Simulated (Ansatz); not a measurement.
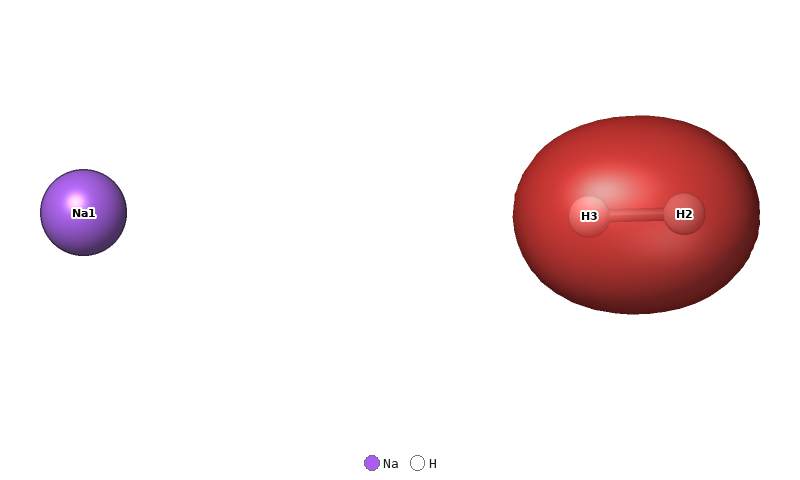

Figure. Na···H₂ (doublet). One frontier orbital at ±0.3 Å⁻³ᐟ² (blue and red are the two phases), seen from one side.

Geometry: r2SCAN-D4/def2-TZVP.

Theory: Ansatz 0.2.0, UKS PBE0-D4/def2-TZVP.

### Which orbital is it: HOMO (β) or LUMO (β)?

The HOMO (β), at −11.99 eV. By Hirshfeld shares it lies mainly on H2 (about 50 %) and H3 (about 50 %); it is of σ type.
